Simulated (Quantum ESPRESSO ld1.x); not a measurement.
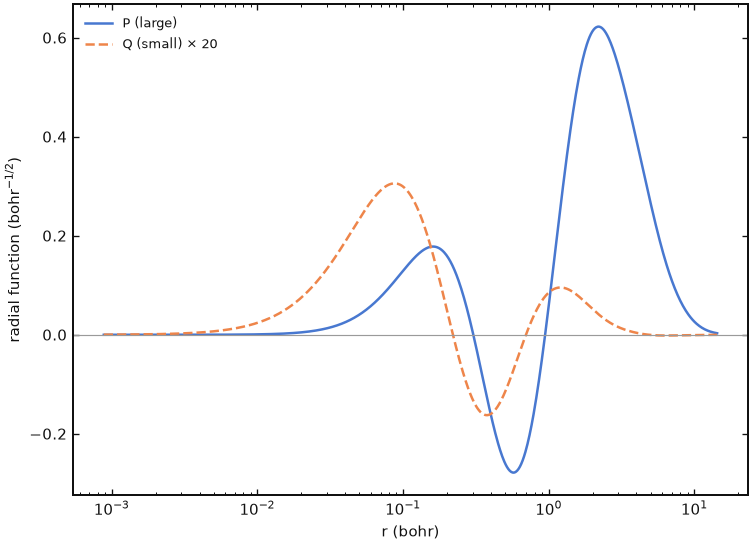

Atomic lanthanum (La) in the configuration [Xe] 5d1 6s2 (5d3/2: 1). Computed with Quantum ESPRESSO ld1.x 7.5: Dirac Kohn-Sham, PBE, spin-unpolarised, spherical densities, point nucleus.

The plot shows the large and small radial components of one occupied spinor.

**Which spinor (n, l, j) is it?**

It is 5d3/2. The spinor has κ = 2: the large component has l = 2 and 2 radial nodes (r = 0.303 and 0.943 bohr), the small one has l = 1. The small component carries 0.0059 % of the norm; ⟨r⟩ = 2.97 bohr and the eigenvalue is −3.17 eV. The nodes of P give n − l − 1 and its extent picks the shell; Q has as many nodes as P for κ < 0 and one more for κ > 0.
